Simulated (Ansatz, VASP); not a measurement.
# Ge (Germanium) in two plane-wave programs

Wanted: the spread between two codes on one cell, functional and k mesh. Valence electrons are named where the data sets of a main pair hold unlike numbers.

Method: plane waves, with VASP 6.6.1 beside it; relaxation of cell and atoms at r2SCAN and band structure at HSE06, in Ansatz 0.2.0.

## (1) Set-up

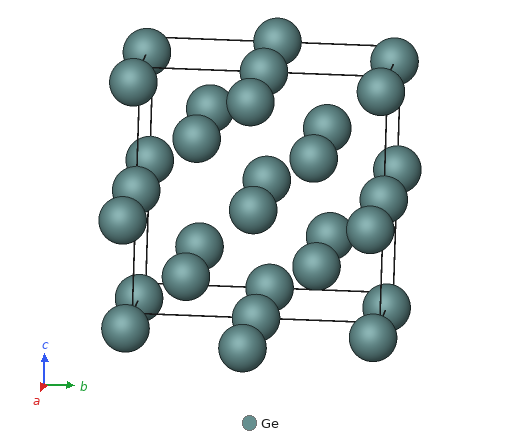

The cell as given, slightly off an axis (germanium teal). 2×1×1 cells are drawn. This picture shows the conventional cell, with its axes. Some periodic images of atoms are drawn too.

Coordinates:

```cif
data_structure
_symmetry_space_group_name_H-M 'P 1'
_symmetry_Int_Tables_number 1
_cell_length_a 4.0007
_cell_length_b 4.0007
_cell_length_c 4.0007
_cell_angle_alpha 60.000
_cell_angle_beta 60.000
_cell_angle_gamma 60.000
_cell_volume 45.28
loop_
_atom_site_label
_atom_site_type_symbol
_atom_site_fract_x
_atom_site_fract_y
_atom_site_fract_z
_atom_site_occupancy
Ge1 Ge 0.00000 0.00000 0.00000 1
Ge2 Ge 0.25000 0.25000 0.25000 1
```

## (2) Ansatz: relaxation of cell and atoms, r2SCAN

Ansatz runs on its default PAW (the set named soft_2) files.

The relaxed volume is the usual yardstick between codes: in a stiff, nearly cubic crystal its relative difference is about their pressure difference at one cell divided by the bulk modulus.

input.yaml

```yaml
crystal:
  lattice:
    - [0.0, 2.82891, 2.82891]
    - [2.82891, 0.0, 2.82891]
    - [2.82891, 2.82891, 0.0]
  atoms:
    - { symbol: Ge, position: [0.0, 0.0, 0.0] }
    - { symbol: Ge, position: [0.25, 0.25, 0.25] }
hamiltonian:
  xc: r2scan
  pseudopotentials: { kind: paw }
kpoints:
  mp_grid: { grid: [6, 6, 6] }
scf:
  occupations: { method: gaussian, width: 0.05 }
relax:
  f_tol: 0.01
  max_steps: 60
  cell: { stress_tol: 0.05 }
output:
  forces: true
  stress: true
```

Launch:

```
$ ansatz run input.yaml --threads 4 --pin off --max-ram 9216MiB --backend cpu --events-out ev --progress --plain --runs-dir out
```

Numbers of over 12 decimals in the logs are rounded to 6 here.

The log of the run:

```text
Engine: ansatz 0.2.0, aarch64-unknown-linux-gnu
Pseudopotentials: kind: paw
Pseudopotential: Ge, paw, valence charge 14, recommended cutoff 500 eV (meta_gga), Ge.paw.azcp
Functional definition: r2SCAN
  parameter k0 = 0.174
  parameter k1 = 0.065
  parameter a1 = 4.9479
  exchange = r2scan_x(k0 = k0, k1 = k1, a1 = a1)
  correlation = r2scan_c
Crystal: 2 atoms, lattice volume = 45.278 Å³
Basis set: ecut = 500 eV, 1139 PW (Γ), exchange–correlation on 120×120×120 points (64 copies of the dense FFT grid, shifted against one another)
Bands: 18, of which v1, the nominal top of the filled ones, is band 14 counted from 1 (13 counted from 0)
Symmetry: 48 space group operations
Space group: Fd-3m (ITA 227), of the structure as read, at distance tolerance 3.6e-5 Å
k-points: 16 of 216
Non-local potential: Ge, projectors of the file, l = 0: 2, l = 1: 2, l = 2: 3, l = 3: 1
PAW form: soft (Blöchl's): semilocal exchange-correlation on the pseudo side does not see the compensation charge
PAW frozen core: Ge, regenerated for the run's functional (the file was generated under x = pbe(κ = 0.804, μ = 0.219515), c = pbe(β = 0.066725))
PAW one-centre angular grid: Ge, 590 points (default); XC on 160 Gauss nodes
Initial density: superposition of atomic densities (neutral atoms: chi_scale 0, normalization atom), corrected by the library's trained network
Initial wavefunctions: pseudopotential atomic-orbital guess
Functional: x = r2scan, c = r2scan; τ floored in thin density (d = 2e-4 eV/Å³)
SCF iter   1: F=—  HF=-8605.763769 eV  |F-HF|=—  |Δ(HF+E_count)|=         —  Δρ=6.79e-3  dr2=6.52e-3  dr2_τ=4.73e-3  ethr=1.77e-3  ⟨swp⟩=6.0  Hψ=1342  notcnv=0
preconditioner: auto → none  [insulator: Δε(μ)=0.391 eV  Ē_g=24.436 eV  σ=0.050 eV  W_gap=1.00  n_scr=14 (ndim 8)  ℏωp=29.2 eV  f_vac=0.075  D(μ)=0.00/eV (n_scr^D=0)  ε∞_Penn≈2.4]
SCF iter   2: F=—  HF=-8605.774102 eV  |F-HF|=—  |Δ(HF+E_count)|=   1.03e-2  Δρ=1.60e-3  dr2=5.29e-4  dr2_τ=2.20e-5  ethr=2.33e-5  ⟨swp⟩=2.0  Hψ=704  notcnv=0
SCF iter   3: F=—  HF=-8605.774134 eV  |F-HF|=—  |Δ(HF+E_count)|=   3.26e-5  Δρ=1.12e-3  dr2=1.69e-4  dr2_τ=2.31e-6  ethr=1.89e-6  ⟨swp⟩=2.0  Hψ=454  notcnv=0
SCF iter   4: F=—  HF=-8605.774200 eV  |F-HF|=—  |Δ(HF+E_count)|=   6.60e-5  Δρ=5.21e-5  dr2=9.09e-7  dr2_τ=1.95e-8  ethr=6.04e-7  ⟨swp⟩=2.2  Hψ=436  notcnv=0
SCF iter   5: F=—  HF=-8605.774198 eV  |F-HF|=—  |Δ(HF+E_count)|=   2.66e-6  Δρ=7.84e-6  dr2=1.44e-8  dr2_τ=2.04e-10  ethr=3.25e-9  ⟨swp⟩=2.0  Hψ=512  notcnv=0
SCF iter   6: F=-8605.774198 eV  HF=-8605.774198 eV  |F-HF|=7.82e-11  |Δ(HF+E_count)|=   9.84e-9  Δρ=4.92e-7  dr2=2.83e-11  dr2_τ=3.87e-12  ethr=5.14e-11  ⟨swp⟩=1.2  Hψ=868  notcnv=0
SCF 1 converged in 6 iterations: F = -8605.774198 eV  dr2 = 2.83e-11
  greatest PAW one-centre occupation: 0.998 electrons in one spin orbital (limit 2), on the Ge atom at site 1 (counted from 0), in its partial waves of l = 2
relax step   1: F+E_penalty+E_count = -8605.77419769 eV  Δ(F+E_penalty+E_count) = +0.000e0 eV  max|allowed force component| = 2.776e-17 eV/Å  Δτ_max = 0.0000 Å  P = +0.544 GPa  Ω = 45.278 Å³  (6 SCF iters, dr2 threshold 1.00e-7 eV, accepted)
[...]
relax step   2: F+E_penalty+E_count = -8605.77466026 eV  Δ(F+E_penalty+E_count) = -4.626e-4 eV  max|allowed force component| = 5.204e-17 eV/Å  Δτ_max = 0.0000 Å  P = +0.068 GPa  Ω = 45.570 Å³  energy of the carried Pulay correction = -9.250e-5 eV  (4 SCF iters, dr2 threshold 2.00e-7 eV, accepted)
[...]
relax step   3: F+E_penalty+E_count = -8605.77465601 eV  Δ(F+E_penalty+E_count) = +4.256e-6 eV  max|allowed force component| = 1.203e-16 eV/Å  Δτ_max = 0.0000 Å  P = +0.001 GPa  Ω = 45.612 Å³  energy of the carried Pulay correction = -1.059e-4 eV  (4 SCF iters, dr2 threshold 1.17e-8 eV, accepted)
[...]
relax step   4: F+E_penalty+E_count = -8605.77473173 eV  Δ(F+E_penalty+E_count) = -7.573e-5 eV  max|allowed force component| = 1.342e-16 eV/Å  Δτ_max = 0.0000 Å  P = +0.002 GPa  Ω = 45.612 Å³  stress off target by 1.82e-3 GPa  SCF on the basis re-selected at this cell (its energy is not comparable with the rows above)  (5 SCF iters)
basis re-selected at this cell: Δ(F+E_penalty+E_count) = -7.573e-5 eV, ΔP = +0.001 GPa vs the last step (what re-selecting the basis moved, of the pressure what is left beyond the Pulay correction that the steps carried, after the strain that the cell walked since its last selection, with what the two solves' SCF thresholds leave and, on support functions, any second-order correction that the steps lacked; it is no m [...]
SCF converged after 5 iterations
Free energy (F): -8605.774732 eV
Harris-Foulkes:  -8605.774732 eV  (|F-HF|=3.64e-12)
Internal energy: -8605.774732 eV  (E = F + TS)
E sigma→0 (E₀):  -8605.774732 eV
Fermi energy:    8.477862 eV
--- Per-component energies (eV) ---
  E_band       = -319.819179
  E_kinetic    = 222.085549
  E_local      = -4955.092085  (includes V_loc(G=0)·N_el)
  E_nonlocal   = 840.201955
  E_hartree    = 2176.461657
  E_xc         = -138.183538
  E_vxc        = -135.776576  (∫ρ·V_xc dr)
  E_paw        = -4068.519734  (= ΣΔE_a)
  E_vpaw       = -651.776591  (= ΣTr[D̂ρ^β])
  E_aug_tail   = 0.000038  (compensation charges beyond the density's cutoff)
  E_vtau       = 7.615275  (kinetic-family band-sum trace: ∫τ·v_τ [+ j·A + Jᵃ·Aᵃ] dr)
  E_ewald      = -2680.557042
  E_core_change = -2.171532  (= ΣΔE_core)
  E_smearing   = -0.000000  (= −TS)
  E_closure    = 0.000000  (closes the sum)
  Σ components = -8605.774732   (vs F -8605.774732, Δ=0.00e0)
--- Forces (eV/Å), atoms counted from 1 ---
  atom   1  Ge    -0.00000000    -0.00000000    -0.00000000
  atom   2  Ge     0.00000000     0.00000000     0.00000000
  max |Σ_I F_I| component: 4.63e-17 eV/Å
--- Stress (GPa, compression-positive) ---
        0.001816      -0.000000      -0.000000
       -0.000000       0.001816      -0.000000
        0.000000       0.000000       0.001816
  P = ⅓ Tr σ = 0.0018 GPa (0.018 kbar)
--- Relaxed structure (3 steps of the walk, 3 accepted, 1 SCFs on fresh bases) ---
  F+E_penalty+E_count = -8605.77473173 eV   max|allowed force component| = 1.342e-16 eV/Å   (the final SCF, on the basis selected at the relaxed cell)
  cell:  # Å, volume = 45.6121 Å³
    - [0, 2.835852, 2.835852]
    - [2.835852, 0, 2.835852]
    - [2.835852, 2.835852, 0]
  atoms:
    - { symbol: Ge, position: [0, 0, 0] }
    - { symbol: Ge, position: [0.250000, 0.250000, 0.250000] }
```

Wall time 2.6 s (4 threads of Arm Neoverse V1, shared host); peak memory 0.44 GiB.

## (3) VASP: relaxation of cell and atoms, r2SCAN

The same cell, functional, mesh and smearing now go to VASP, with its own data sets.

Lines of VASP's logs that name or quote its potential files are left out, and so is its time.

INCAR

```
SYSTEM = Ge
PREC = Accurate
ENCUT = 410
EDIFF = 1E-06
NELM = 100
ISMEAR = 0
SIGMA = 0.05
LREAL = .FALSE.
ALGO = Normal
METAGGA = R2SCAN
LASPH = .TRUE.
NBANDS = 20
LORBIT = 11
LWAVE = .FALSE.
LCHARG = .FALSE.
KPAR = 2
IBRION = 2
NSW = 60
ISIF = 3
EDIFFG = -0.01
```

POSCAR

```
Ge
1.0
    0.0000000000      2.8289100000      2.8289100000
    2.8289100000      0.0000000000      2.8289100000
    2.8289100000      2.8289100000      0.0000000000
Ge
2
Direct
    0.0000000000      0.0000000000      0.0000000000
    0.2500000000      0.2500000000      0.2500000000
```

KPOINTS

```
Automatic mesh
0
Gamma
6 6 6
0 0 0
```

Potentials, in the order of the species: Ge_d (PBE family, release 64).

Launch:

```
$ mpirun -np 2 vasp_std
```

The log of the run:

```text
[banner, memory and clock lines left out]
running    2 mpi-ranks, on    1 nodes
 distrk:  each k-point on    1 cores,    2 groups
 distr:  one band on    1 cores,    1 groups

 POSCAR found type information on POSCAR Ge
 POSCAR found :  1 types and       2 ions
|                                                                             |
|               ----> ADVICE to this user running VASP <----                  |
|                                                                             |
|     You enforced a specific xc type in the INCAR file but a different       |
|     [... a line on the potential file left out ...]
|     I HOPE YOU KNOW WHAT YOU ARE DOING!                                     |
|                                                                             |

 LDA part: xc-table for (None), standard interpolation
 POSCAR, INCAR and KPOINTS ok, starting setup
 FFT: planning ... GRIDC
 FFT: planning ... GRID_SOFT
 FFT: planning ... GRID
 WAVECAR not read
 entering main loop
       N       E                     dE             d eps       ncg     rms          rms(c)
DAV:   1     0.151177467628E+03    0.15118E+03   -0.13330E+04   672   0.344E+03
DAV:   2    -0.607131896290E+01   -0.15725E+03   -0.15319E+03   640   0.552E+02
DAV:   3    -0.296333062258E+02   -0.23562E+02   -0.23365E+02   712   0.138E+02
DAV:   4    -0.303825127387E+02   -0.74921E+00   -0.74873E+00   708   0.292E+01
DAV:   5    -0.303956481039E+02   -0.13135E-01   -0.13135E-01   748   0.414E+00    0.339E+00
DAV:   6    -0.277179834027E+02    0.26777E+01   -0.30978E-01   684   0.955E+00    0.197E+00
DAV:   7    -0.276995393692E+02    0.18444E-01   -0.10617E-01   804   0.429E+00    0.264E-01
DAV:   8    -0.276988635335E+02    0.67584E-03   -0.51563E-03   840   0.123E+00    0.106E-01
DAV:   9    -0.276990023698E+02   -0.13884E-03   -0.80323E-03   832   0.184E+00    0.683E-02
DAV:  10    -0.276987563014E+02    0.24607E-03   -0.54251E-04   812   0.423E-01    0.324E-02
DAV:  11    -0.276986729481E+02    0.83353E-04   -0.40245E-04   872   0.387E-01    0.745E-03
DAV:  12    -0.276986756699E+02   -0.27217E-05   -0.21325E-05   800   0.711E-02    0.355E-03
DAV:  13    -0.276986799086E+02   -0.42388E-05   -0.83664E-07   444   0.106E-02    0.166E-03
DAV:  14    -0.276986799582E+02   -0.49596E-07   -0.42713E-07   384   0.122E-02
   1 F= -.27698680E+02 E0= -.27698680E+02  d E =-.276987E+02
 curvature:   0.00 expect dE= 0.000E+00 dE for cont linesearch  0.000E+00
 trial: gam= 0.00000 g(F)=  0.190E-41 g(S)=  0.329E-03 ort = 0.000E+00 (trialstep = 0.100E+01)
 search vector abs. value=  0.329E-03
 bond charge predicted
       N       E                     dE             d eps       ncg     rms          rms(c)
DAV:   1    -0.277058772515E+02   -0.71973E-02   -0.93209E-02   872   0.602E+00    0.500E-01
DAV:   2    -0.277006280489E+02    0.52492E-02   -0.61367E-03   824   0.154E+00    0.253E-01
DAV:   3    -0.276988218949E+02    0.18062E-02   -0.27459E-03   852   0.916E-01    0.587E-02
DAV:   4    -0.276987216699E+02    0.10022E-03   -0.29364E-04   832   0.336E-01    0.137E-02
DAV:   5    -0.276987245649E+02   -0.28950E-05   -0.18372E-05   832   0.774E-02    0.963E-03
DAV:   6    -0.276987298070E+02   -0.52422E-05   -0.18432E-06   436   0.284E-02    0.324E-04
DAV:   7    -0.276987298046E+02    0.24447E-08   -0.19674E-07   376   0.462E-03
   2 F= -.27698730E+02 E0= -.27698730E+02  d E =-.498464E-04
 trial-energy change:   -0.000050  1 .order   -0.000088   -0.000329    0.000153
 step:   0.5663(harm=  0.6820)  dis= 0.00000  next Energy=   -27.698766 (dE=-0.861E-04)
 bond charge predicted
       N       E                     dE             d eps       ncg     rms          rms(c)
DAV:   1    -0.277000976654E+02   -0.13679E-02   -0.17367E-02   872   0.257E+00    0.217E-01
DAV:   2    -0.276991173521E+02    0.98031E-03   -0.11595E-03   828   0.673E-01    0.110E-01
DAV:   3    -0.276987987936E+02    0.31856E-03   -0.50739E-04   856   0.395E-01    0.258E-02
DAV:   4    -0.276987720625E+02    0.26731E-04   -0.54648E-05   836   0.145E-01    0.586E-03
DAV:   5    -0.276987702054E+02    0.18571E-05   -0.31142E-06   544   0.331E-02    0.370E-03
DAV:   6    -0.276987682338E+02    0.19716E-05   -0.40270E-07   380   0.110E-02    0.463E-04
DAV:   7    -0.276987681513E+02    0.82489E-07   -0.88441E-08   356   0.313E-03
   3 F= -.27698768E+02 E0= -.27698768E+02  d E =-.881931E-04
 curvature:  -0.30 expect dE=-0.183E-05 dE for cont linesearch -0.183E-05
 trial: gam=-0.11847 g(F)=  0.156E-42 g(S)=  0.620E-05 ort = 0.451E-04 (trialstep = 0.913E+00)
 search vector abs. value=  0.117E-06
 reached required accuracy - stopping structural energy minimisation
```

Parts of OUTCAR (step 3):

```text
ion  position               nearest neighbor table
   1  0.000  0.000  0.000-   2 2.45   2 2.45   2 2.45   2 2.45
   2  0.250  0.250  0.250-   1 2.45   1 2.45   1 2.45   1 2.45

  LATTYP: Found a face centered cubic cell.
 ALAT       =     5.6578200000

 Subroutine GETGRP returns: Found 48 space group operations
 (whereof 24 operations were pure point group operations)

The static configuration has the point symmetry T_d .
 The point group associated with its full space group is O_h .

 Found     16 irreducible k-points:

   k-points           NKPTS =     16   k-points in BZ     NKDIM =     16   number of bands    NBANDS=     20

   dimension x,y,z NGX =    28 NGY =   28 NGZ =   28
   dimension x,y,z NGXF=    56 NGYF=   56 NGZF=   56

   ENCUT  =  410.0 eV  30.13 Ry    5.49 a.u.   6.61  6.61  6.61*2*pi/ulx,y,z

   NELECT =      28.0000    total number of electrons

 k-points in reciprocal lattice and weights: Automatic mesh
   0.00000000  0.00000000  0.00000000       0.005
   0.16666667  0.00000000  0.00000000       0.037
   0.33333333  0.00000000  0.00000000       0.037
   0.50000000  0.00000000  0.00000000       0.019
   0.16666667  0.16666667  0.00000000       0.028
   0.33333333  0.16666667  0.00000000       0.111
   0.50000000  0.16666667  0.00000000       0.111
  -0.33333333  0.16666667  0.00000000       0.111
  -0.16666667  0.16666667  0.00000000       0.056
[...]
-0.33333333  0.33333333  0.16666667       0.111
  -0.33333333  0.50000000  0.16666667       0.056

 average (electrostatic) potential at core
       1 -79.4579       2 -79.4579

 E-fermi :   4.9730

 k-point     1 :       0.0000    0.0000    0.0000
  band No.  band energies     occupation
    ...
     10     -20.4306      2.00000
     11      -8.5015      2.00000
     12       4.7800      2.00000
     13       4.7801      2.00000
     14       4.7801      2.00000
     15       5.1581      0.00000
     16       7.4910      0.00000
     17       7.4911      0.00000
     18       7.4911      0.00000
     19      11.8294      0.00000
    ...

 k-point     2 :       0.1667    0.0000    0.0000
  band No.  band energies     occupation
    ...
     10     -20.4189      2.00000
     11      -8.1493      2.00000
     12       1.5769      2.00000
     13       4.2321      2.00000
     14       4.2322      2.00000
     15       5.9906      0.00000
     16       8.2192      0.00000
     17       8.2193      0.00000
     18       9.2823      0.00000
     19      13.2088      0.00000
    ...

 k-point     3 :       0.3333    0.0000    0.0000
  band No.  band energies     occupation
    ...
     10     -20.4094      2.00000
     11      -7.1731      2.00000
     12      -1.4917      2.00000
     13       3.5517      2.00000
     14       3.5518      2.00000
     15       5.4414      0.00000
     16       8.7966      0.00000
     17       8.7967      0.00000
     18      12.3012      0.00000
     19      13.2412      0.00000
    ...

  Total        0.0092529      0.0092529      0.0092529     -0.0000000      0.0000000     -0.0000000
  in kB        0.3265146      0.3265146      0.3265146     -0.0000000      0.0000000     -0.0000000
  external PRESSURE =       0.3265146 kB  Pullay stress =       0.0000000 kB

  energy-cutoff  :      410.00
  volume of cell :       45.40
      direct lattice vectors                 reciprocal lattice vectors
    -0.000000000  2.831513572  2.831513572    -0.176584003  0.176584003  0.176584003
     2.831513572  0.000000000  2.831513572     0.176584003 -0.176584003  0.176584003
     2.831513572  2.831513572  0.000000000     0.176584003  0.176584003 -0.176584003

 POSITION                                       TOTAL-FORCE (eV/Angst)
 -----------------------------------------------------------------------------------
      0.00000      0.00000      0.00000         0.000000      0.000000      0.000000
      1.41576      1.41576      1.41576        -0.000000     -0.000000     -0.000000
 -----------------------------------------------------------------------------------
    total drift:                                0.000000      0.000000      0.000000

  FREE ENERGIE OF THE ION-ELECTRON SYSTEM (eV)
  ---------------------------------------------------
  free  energy   TOTEN  =       -27.6987681513 eV

  energy  without entropy=      -27.6987681510  energy(sigma->0) =      -27.69876815

 reached required accuracy - stopping structural energy minimisation

 total charge
# of ion       s       p       d       tot
------------------------------------------
    1        1.098   1.296  10.022  12.416
    2        1.098   1.296  10.022  12.416
--------------------------------------------------
tot          2.196   2.592  20.044  24.833

[... 3 further parts left out ...]
```

CONTCAR:

```
Ge
   1.00000000000000
    -0.0000000000000000    2.8315135721349893    2.8315135721349893
     2.8315135721349893    0.0000000000000000    2.8315135721349893
     2.8315135721349893    2.8315135721349893    0.0000000000000000
  Ge
     2
Direct
     0.0000000000000000    0.0000000000000000    0.0000000000000000
     0.2500000000000000    0.2500000000000000    0.2500000000000000
```

The gap is read on the k-mesh alone, so it is an upper bound where the band edges lie off the mesh. The run keeps the 48 symmetry operations of its start, so it cannot find a distortion of lower symmetry.

## (4) Comparison

Known differences besides the potentials themselves: VASP keeps PBE cores, Ansatz makes them for the functional; both relaxations stop at a tolerance, which leaves soft axes loose, and VASP keeps its plane-wave basis; the cutoff is 500 eV in Ansatz and 410 eV in VASP; Ansatz adds a Pulay correction to the stress that steers its cell, VASP none. Total energies have different zeros and are not compared.

The two programs side by side:

```csv
quantity,Ansatz,VASP,difference
volume (Å³),45.61,45.40,+0.46 %
"edge a after relaxation, in the typed setting (Å)",4.011,4.004,+0.15 %
```

The walks stopped with 0.00 GPa left in Ansatz and 0.03 GPa in VASP; each walk ends within a tolerance, so the volume difference is uncertain by about these residues over the bulk modulus, most in soft cells.

(Part 1 of 2 ends here.)

[Lines on the potential files, build, host, timing and source positions are cut from VASP's logs without a mark.]

[Logs are printed without paths, hosts, clocks, repeated set-up lines and the standing remarks that a program may print on its own settings, such as how far it seeks lower states.]

[Hosts, paths, dates, database ids (printed as entryN), source tags and the programs' standing remarks are cut or masked in the printed files.]
